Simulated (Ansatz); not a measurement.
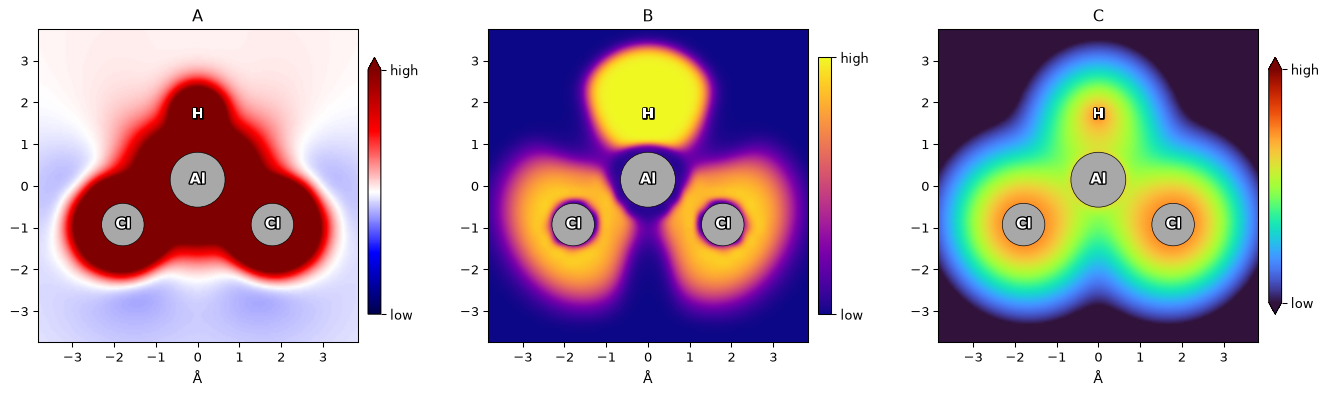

AlCl$_{2}$H: 3 fields on the molecular plane, with unlabelled colour scales. Grey discs cover the atomic cores.

Level of theory: RKS PBE0-D4/def2-mTZVP (Ansatz 0.2.0).

```xyz
4

Al    0.0000    0.0000   -0.0216
H     0.0000    0.0000    1.5435
Cl    1.7908    0.0000   -1.0960
Cl   -1.7908    0.0000   -1.0960
```

Which field does each panel show? The fields are: electron density, electron localisation function and electrostatic potential.

Answer. Panel A: electrostatic potential (strongly positive close to the atoms and fading to about zero outside). Panel B: electron localisation function. Panel C: electron density. From the grid: Al–Cl (2.09 Å): ρ at the midpoint is about 0.75 e/Å³; the ELF peaks at about 0.85 in the valence shell of Cl, 0.9 Å from its nucleus, and is about 0.85 at the midpoint. Al–H (1.57 Å): ρ is about 0.58 e/Å³ halfway; the ELF climbs to about 1 towards the hydrogen.
